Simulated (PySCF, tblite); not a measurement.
# C₉H₂₇NSi₃: geometry, infrared bands, NMR shifts and electronic excitations

Wanted: the infrared bands, NMR shifts and electronic excitations of C₉H₂₇NSi₃ (`C[Si](C)(C)N([Si](C)(C)C)[Si](C)(C)C`), by calculation.

The runs use tblite 0.8.0 and PySCF 2.14.0, with density-fitted response routines of our own; the level of theory stands in each step. All values are computed, except where a source is named. Atoms count from 0, in the outputs and in this text.

## 1. The starting structure

40 atoms, charge 0, multiplicity 1; geometry from: force field or distance geometry start.

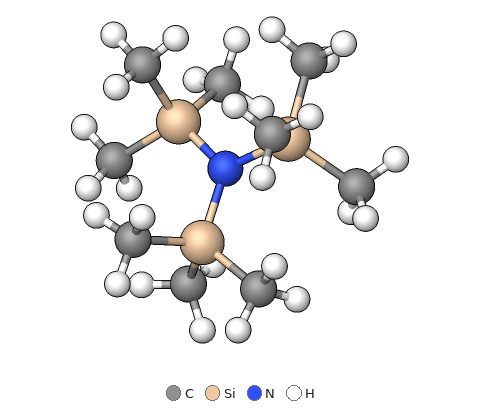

The starting geometry (carbon grey, silicon light orange, nitrogen blue, hydrogen white).

## 2. Relaxing the molecule with GFN2-xTB

The job: settings as JSON, then the geometry in Å.

```
{"job": {"kind": "relax", "xc": "GFN2-xTB", "basis": "xTB"}, "charge": 0, "multiplicity": 1}
C     -1.646200     2.383700    -0.252100
Si    -0.907400     0.919000    -1.218100
C      0.169600     1.484300    -2.684700
C     -2.377900    -0.001500    -1.991700
N      0.070700    -0.060600    -0.099700
Si     1.499500     0.646600     0.637700
C      2.988500    -0.539900     0.458900
C      1.130700     1.051100     2.473700
C      2.088700     2.283300    -0.138100
Si    -0.548300    -1.607600     0.477900
C      0.652300    -2.565400     1.601900
C     -0.882500    -2.773600    -1.002100
C     -2.120300    -1.301400     1.527300
H     -2.253600     3.009500    -0.906900
H     -2.299500     2.043700     0.553200
H     -0.897000     3.018000     0.208000
H     -0.420200     1.481700    -3.601300
H      1.013900     0.830800    -2.834200
H      0.533200     2.499500    -2.549400
H     -2.999000    -0.491000    -1.238900
H     -3.001400     0.706100    -2.518900
H     -2.057400    -0.759900    -2.690800
H      2.853200    -1.216300    -0.357200
H      3.898700     0.002700     0.284300
H      3.140600    -1.134300     1.358200
H      0.302100     1.760800     2.552100
H      1.991500     1.481500     2.964300
H      0.831600     0.165500     3.031900
H      1.292500     3.021300    -0.209900
H      2.873400     2.716100     0.481500
H      2.496900     2.143100    -1.132900
H      0.139200    -3.418900     2.030700
H      1.512300    -2.938500     1.058000
H      1.025000    -1.967200     2.436100
H     -0.288300    -2.481700    -1.873300
H     -1.920700    -2.761600    -1.299800
H     -0.621100    -3.794100    -0.757800
H     -1.888800    -0.675300     2.375200
H     -2.890000    -0.808800     0.951700
H     -2.534200    -2.231400     1.890400
```

On the command line:

```bash
> OMP_NUM_THREADS=2 python probes_run.py task.json out
```

One launch serves the whole session: the jobs run in the order shown.

**Question.** This job is followed by: GFN2-xTB harmonic vibrations, gas phase; PBE0-D3(BJ)/def2-SVP geometry optimisation, gas phase; GIAO PBE0/pcSseg-1 NMR shielding, non-relativistic, gas phase; TDDFT CAM-B3LYP/def2-SVPD, vertical, gas phase, core orbitals frozen in the response; GIAO wB97X-D/pcSseg-1 NMR shielding, non-relativistic, gas phase. What will the session give for the following? strongest single infrared mode (GFN2-xTB); zero-point energy (GFN2-xTB); point group; rotational constants (main isotopes); ¹³C shifts against TMS (PBE0/pcSseg-1, means over atoms taken as alike); ¹H shifts against TMS (PBE0/pcSseg-1, means over atoms taken as alike); ²⁹Si shifts against TMS (PBE0/pcSseg-1, means over atoms taken as alike); ¹⁵N shifts against NH3 (PBE0/pcSseg-1); lowest singlet (CAM-B3LYP/def2-SVPD); lowest triplet; range of the shift of N4.

The runs gave:

| quantity | value |
| --- | --- |
| strongest single infrared mode (GFN2-xTB) | 922 cm⁻¹, 1091 km/mol |
| zero-point energy (GFN2-xTB) | 214.1 kcal/mol |
| point group | C3 |
| rotational constants (main isotopes) | 0.55, 0.55, 0.38 GHz |
| ¹³C shifts against TMS (PBE0/pcSseg-1, means over atoms taken as alike) | 5.6 ppm |
| ¹H shifts against TMS (PBE0/pcSseg-1, means over atoms taken as alike) | 0.17 ppm |
| ²⁹Si shifts against TMS (PBE0/pcSseg-1, means over atoms taken as alike) | 5.3 ppm |
| ¹⁵N shifts against NH3 (PBE0/pcSseg-1) | 52.5 ppm |
| lowest singlet (CAM-B3LYP/def2-SVPD) | 6.79 eV (183 nm), f = 0.080 |
| lowest triplet | 6.65 eV |
| range of the shift of N4 | 48.5 to 52.5 ppm |

In words: Relaxing lowered the energy by 0.029 eV in 21 steps; the close pair that moved most is C6–H22, from 1.069 to 1.085 Å (GFN2-xTB). All 114 modes are real, so the xTB geometry is a minimum. GFN2-xTB is a fitted tight-binding method: band positions and strengths are rough. Its intensities can rank the bands wrongly. The start of the PBE0/def2-SVP relaxation was shaken at random by about 0.01 Å, so part of the energy gained, and of the first lengths quoted, undoes that. Over 16 steps the energy fell by 0.364 eV; of the close pairs, Si5–C6 changed most, 1.925 to 1.884 Å (PBE0/def2-SVP). At PBE0/pcSseg-1: Shielding is most anisotropic at Si1, Si5, Si9 (span 41 ppm, paramagnetic term -539 ppm). The first singlet state (HOMO→LUMO 0.93) lies at 6.79 eV and is bright; of the 10 states computed, the strongest absorption comes from states 8 to 9 together at 8.07 eV. The lowest triplet lies 0.13 eV below the lowest singlet (triplets in Tamm-Dancoff, singlets in full TDDFT). Across the 2 runs the shift of N4 moves most, between 48.5 (wB97X-D/pcSseg-1) and 52.5 ppm (PBE0/pcSseg-1). Part of that comes from the computed reference.
